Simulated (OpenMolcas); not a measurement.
Single-point calculation, with input and output: CH$_{7}$NOSi (part 3 of 3)

Continued. System: CH$_{7}$NOSi, SMILES OCN[SiH3]. Method: CASSCF/ANO-RCC-VDZP, DKH2 (OpenMolcas 26.06). The geometry comes from this level: PBE0-D4/def2-TZVP.

Geometry of the input (Å):
```
O  -1.2080  1.8085  -0.6684
C  -0.0098  1.1978  -0.2606
N  0.0215  -0.2043  -0.5522
Si 0.4725  -1.4259  0.5712
H  -1.9307  1.2911  -0.2993
H  0.7769  1.7531  -0.7813
H  0.1508  1.3206  0.8204
H  0.0332  -0.4105  -1.5397
H  -0.2127  -1.1405  1.8601
H  1.9344  -1.5155  0.8581
H  0.0371  -2.7316  0.0127
```

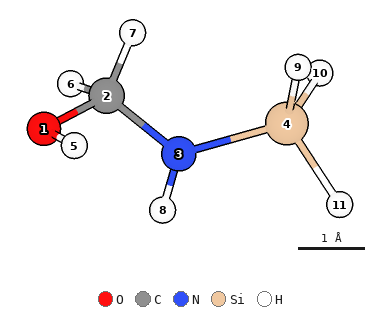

*The input geometry (ball-and-stick view, seen at a tilt; atoms are numbered from 1 in the order of the input).*

### The program's output, continued
```
               7 H7            8 H8            9 H9           10 H10          11 H11
    7 H7       0.000000
    8 H8       2.929268        0.000000
    9 H9       2.696316        3.485973        0.000000
   10 H10      3.350539        3.253465        2.398889        0.000000
   11 H11      4.133477        2.792394        2.450895        2.406937        0.000000

                    **************************************
                    *    Valence Bond Angles / degree    *
                    **************************************
                          Atom centers                 Phi
                      2 C2       1 O1       5 H5       107.18
                      1 O1       2 C2       3 N3       112.64
                      1 O1       2 C2       6 H6       104.73
                      1 O1       2 C2       7 H7       111.18
                      3 N3       2 C2       6 H6       112.58
                      3 N3       2 C2       7 H7       107.83
                      6 H6       2 C2       7 H7       107.82
                      2 C2       3 N3       8 H8       113.55
                      9 H9       4 SI4     10 H10      107.23
                      9 H9       4 SI4     11 H11      111.07
                     10 H10      4 SI4     11 H11      107.86

           ***************************************************************
           *              Valence Dihedral Angles / degree               *
           ***************************************************************
                    Atom centers                       Phi1     Phi2     Theta
           5 H5       1 O1       2 C2       6 H6        107.18   104.73   174.46
           5 H5       1 O1       2 C2       7 H7        107.18   111.18   -69.36
           3 N3       2 C2       1 O1       5 H5        112.64   107.18    51.79
           1 O1       2 C2       3 N3       8 H8        112.64   113.55    66.37
           6 H6       2 C2       3 N3       8 H8        112.58   113.55   -51.78
           7 H7       2 C2       3 N3       8 H8        107.83   113.55  -170.59
--

            Nuclear Potential Energy            173.72816035 au

--- Stop Module: gateway /rc=_RC_ALL_IS_WELL_ ---

--- Start Module: seward ---

                                              &SEWARD

                       available to each process: 1.9 GB of memory, 1 thread

               SEWARD will generate:
                  Multipole Moment integrals up to order  2
                  Kinetic Energy integrals
                  Nuclear Attraction integrals (point charge)
                  One-Electron Hamiltonian integrals
                  Velocity integrals
                  Relativistic Douglas-Kroll-Hess integrals:
                    - Parametrization         : EXP
                    - DKH order of Hamiltonian: 2
                    - DKH order of Properties : 0
                         - multipole moment operators
                         - electric potential operators
                         - contact operators
                  Orbital angular momentum around ( -0.1257  -0.0220  -0.1136 )
                  Velocity quadrupole around ( -0.1257  -0.0220  -0.1136 )
                  Atomic mean-field integrals
                  RI decomposed two-electron repulsion integrals stored Cholesky style
                   - acCD auxiliary basis
                   - CD Threshold:   1.00E-04

                   Integrals are discarded if absolute value <: 1.00E-14
                   Integral cutoff threshold is set to       <: 1.00E-16

            Nuclear Potential Energy            173.72816035 au

      Basis set specifications :
      Symmetry species         a
      Basis functions           95

--- Stop Module: seward /rc=_RC_ALL_IS_WELL_ ---
--- Module seward spent 2 seconds ---

>>> COPY step2.RunFile RUNFIL2

--- Start Module: expbas ---

                                              &EXPBAS

                       available to each process: 1.9 GB of memory, 1 thread

 Header on input orbitals file:
* RASSCF average (pseudo-natural) orbitals

 Information from input runfile
           Number of symmetries    1
      Number of basis functions   31

 Information from expanded basis set runfile
           Number of symmetries    1
      Number of basis functions   95
 New orbitals have been built in file EXPORB
--- Stop Module: expbas /rc=_RC_ALL_IS_WELL_ ---

--- Start Module: rasscf ---

                                              &RASSCF

                       available to each process: 1.9 GB of memory, 1 thread

      Header of the ONEINT file:
      --------------------------

      OrdInt status: non-squared

      Cartesian coordinates in angstrom:
      -----------------------------------------------------
      No.  Label        X            Y            Z
      -----------------------------------------------------
       1   O1        -1.20800000   1.80850000  -0.66840000
       2   C2        -0.00980000   1.19780000  -0.26060000
       3   N3         0.02150000  -0.20430000  -0.55220000
       4   SI4        0.47250000  -1.42590000   0.57120000
       5   H5        -1.93070000   1.29110000  -0.29930000
       6   H6         0.77690000   1.75310000  -0.78130000
       7   H7         0.15080000   1.32060000   0.82040000
       8   H8         0.03320000  -0.41050000  -1.53970000
       9   H9        -0.21270000  -1.14050000   1.86010000
      10   H10        1.93440000  -1.51550000   0.85810000
      11   H11        0.03710000  -2.73160000   0.01270000
      -----------------------------------------------------
      Nuclear repulsion energy =  173.72816035

++    Wave function specifications:
      -----------------------------

      Number of closed shell electrons          40
      Number of electrons in active shells       2
      Max number of holes in RAS1 space          0
      Max nr of electrons in RAS3 space          0
      Number of inactive orbitals               20
      Number of active orbitals                  2
      Number of secondary orbitals              73
      Spin quantum number                      0.0
      State symmetry                             1
--

++    Orbital specifications:
      -----------------------

      Symmetry species                           1
                                                 a
      Frozen orbitals                            0
      Inactive orbitals                         20
      Active orbitals                            2
      RAS1 orbitals                              0
      RAS2 orbitals                              2
      RAS3 orbitals                              0
      Secondary orbitals                        73
      Deleted orbitals                           0
      Number of basis functions                 95
--

++    CI expansion specifications:
      ----------------------------

      Number of CSFs                             3
      Number of spin combinations                3
      Number of determinants                     4
      Number of root(s) required                 1
      Root chosen for geometry opt.              1
      CI root used                               1

      highest root included in the CI            1
      max. size of the explicit Hamiltonian      3
--

++    Optimization specifications:
      ----------------------------

      RASSCF algorithm: LK RI/DF
      Maximum number of macro iterations       200
      Maximum number of SX iterations          100
      Threshold for RASSCF energy            1.000E-08
      Threshold for max MO rotation          1.000E-01
      Threshold for max BLB element          1.000E-04
      Level shift parameter                  5.000E-01
      Make Quasi-Newton update
--

      The MO-coefficients are taken from the file:
      step2.ExpOrb
      Title:Basis set expanded orbital file EXPORB

      Total molecular charge    0.00

      ************************************************************************************************************************
      *                                            Wave function control section                                             *
      ************************************************************************************************************************

                                         RASSCF iterations: Energy and convergence statistics
                                         ----------------------------------------------------

          iter iter root      energy       change     param      element    value   shift minimum  type update hh:mm:ss
 Nr of preliminary CI iterations:   1
        1   1   15    1  -460.61149291    0.00E+00  -7.35E-02   20  51 1  2.35E-01*  0.00   0.00    SX    NO    0:00:00
        2   1   22    1  -460.93890990   -3.27E-01* -3.37E-02   20  51 1  7.00E-02*  0.00   0.00    SX    NO    0:00:00
        3   1   16    1  -460.97871020   -3.98E-02* -2.15E-02   20  51 1  3.87E-02*  0.00   0.00    SX    NO    0:00:00
        4   1   15    1  -460.98419198   -5.48E-03* -1.18E-02   12  31 1  9.98E-03*  0.00   0.00    SX    NO    0:00:00
        5   1   14    1  -460.98504429   -8.52E-04* -1.06E-02   20  51 1  8.33E-03*  0.00   1.21    QN   YES    0:00:00
        6   1   12    1  -460.98528204   -2.38E-04*  2.10E-03   20  51 1 -1.29E-03*  0.00   0.95    QN   YES    0:00:00
        7   1   12    1  -460.98528813   -6.09E-06*  2.49E-03   20  51 1  7.58E-04*  0.00   1.05    QN   YES    0:00:00
        8   1   11    1  -460.98529107   -2.94E-06*  1.09E-03   19  35 1 -3.01E-04*  0.00   1.01    QN   YES    0:00:00
        9   1    9    1  -460.98529171   -6.41E-07* -1.08E-03   20  51 1  1.39E-04*  0.00   1.15    QN   YES    0:00:00
       10   1    9    1  -460.98529201   -3.03E-07*  8.42E-04   19  35 1  9.26E-05   0.00   1.25    QN   YES    0:00:00
       11   1    8    1  -460.98529211   -9.51E-08*  9.37E-04   20  51 1 -4.75E-05   0.00   1.61    QN   YES    0:00:00
       12   1    8    1  -460.98529215   -4.60E-08*  5.59E-04   20  51 1 -2.69E-05   0.00   1.44    QN   YES    0:00:00
       13   1    7    1  -460.98529217   -1.73E-08* -2.65E-04   19  35 1 -2.09E-05   0.00   2.50    QN   YES    0:00:00
       14   1    7    1  -460.98529218   -5.87E-09   6.32E-05   20  51 1  8.50E-06   0.00   1.29    QN   YES    0:00:00
      Convergence after 14 iterations
       15   1    7    1  -460.98529218   -5.99E-10   6.32E-05   20  51 1  3.36E-06   0.00   1.29    QN   YES    0:00:00

      ************************************************************************************************************************
                                                      Wave function printout:
                       occupation of active orbitals, and spin coupling of open shells (u,d: Spin up or down)
      ************************************************************************************************************************

      Note: transformation to natural orbitals
      has been made, which may change the order of the CSFs.

      printout of CI-coefficients larger than  0.05 for root  1
      energy=    -460.985292
      conf/sym  11     Coeff  Weight
             1  20   0.99581 0.99164
             3  02  -0.09142 0.00836

      Natural orbitals and occupation numbers for root  1
      sym 1:   1.983285   0.016715

      ************************************************************************************************************************
      *                                                    Final results                                                     *
      ************************************************************************************************************************

++    Final optimization conditions:
      ------------------------------

      Average CI energy                            -460.98529218
      RASSCF energy for state  1                   -460.98529218
      Super-CI energy                                -0.00000000
      RASSCF energy change                           -0.00000000
      Max change in MO coefficients              -8.842E-05
      Max non-diagonal density matrix element     6.321E-05
      Maximum BLB matrix element                  3.359E-06
      (orbital pair  20,  51 in symmetry   1)
      Norm of electronic gradient            9.124E-06
--

      Final state energy(ies):
      ------------------------

::    RASSCF root number  1 Total energy:   -460.98529218
      Von Neumann Entropy (Root   1) =  0.06969

      Mulliken population analysis for root number:  1
      -----------------------------------------------

++    Molecular charges:
      ------------------

      Mulliken charges per centre
      ---------------------------

                O1      C2      N3      SI4     H5      H6      H7      H8      H9      H10     H11
      Total    8.3927  5.3613  7.4742 13.3098  0.9046  1.0694  1.0834  0.9775  1.1395  1.1511  1.1365

      N-E     -0.3927  0.6387 -0.4742  0.6902  0.0954 -0.0694 -0.0834  0.0225 -0.1395 -0.1511 -0.1365

      Total electronic charge=   42.000000

      Total            charge=   -0.000000
--

      Expectation values of various properties for root number:  1
      -----------------------------------------------------------

++    Molecular properties:
      ---------------------

      Charge (e):
                      =   -0.0000
      Dipole Moment (debye):
      Origin of the operator (angstrom)=   -0.0665   -0.0116   -0.0601
                   X=  3.9662E-01               Y= -1.0264E+00               Z=  2.6265E-01           Total=  1.1312E+00
      Quadrupole Moment (debye*angstrom):
      Origin of the operator (angstrom)=   -0.0665   -0.0116   -0.0601
                  XX= -3.3536E+01              XY=  2.6952E+00              XZ= -2.0893E+00              YY= -3.9135E+01
                  YZ=  2.8314E+00              ZZ= -3.3536E+01
      In traceless form (debye*angstrom)
                  XX=  2.7991E+00              XY=  4.0428E+00              XZ= -3.1340E+00              YY= -5.5988E+00
                  YZ=  4.2471E+00              ZZ=  2.7997E+00
--

      LoProp population analysis for root number:  1
      -----------------------------------------------

++    LoProp analysis:
      ----------------

++    Static properties:
      ------------------

      LoProp Charges per center

                   O1       C2       N3       SI4      H5       H6       H7       H8       H9       H10
      Nuclear      8.0000   6.0000   7.0000  14.0000   1.0000   1.0000   1.0000   1.0000   1.0000   1.0000
      Electronic  -8.5681  -5.8144  -7.6280 -13.2408  -0.6705  -0.9089  -0.9280  -0.7866  -1.1483  -1.1670

      Total       -0.5681   0.1856  -0.6280   0.7592   0.3295   0.0911   0.0720   0.2134  -0.1483  -0.1670

                   H11
      Nuclear      1.0000
      Electronic  -1.1395

      Total       -0.1395
--

      Natural Bond Order analysis for root number:  1

++    Natural Bond Order analysis
      ---------------------------
      Based on LoProp computed density
      -------------------------------------------------------------------------------------
      Atom A       Atom B       Bond Order
      -------------------------------------------------------------------------------------
      NBO located      0.999 non-bonded electrons on atom O1
      NBO located      0.997 non-bonded electrons on atom C2
      NBO located      1.000 non-bonded electrons on atom N3
      NBO located      1.003 non-bonded electrons on atom SI4
      NBO located      1.000 non-bonded electrons on atom SI4
      NBO located      0.999 non-bonded electrons on atom SI4
      NBO located      0.999 non-bonded electrons on atom SI4
      NBO located      0.999 non-bonded electrons on atom SI4
      The remaining   16.482 electrons are to be considered as diffuse
--

--

      Average orbitals are written to the RASORB file
      Natural orbitals for root   1 are written to the RASORB.1 file
      Spin density orbitals for root   1 are written to the SPDORB.1 file

--- Stop Module: rasscf /rc=_RC_ALL_IS_WELL_ ---
--- Module rasscf spent 3 seconds ---

.##################.
.# Happy landing! #.
.##################.

    Timing: Wall=9.61 User=8.69 System=0.90
```
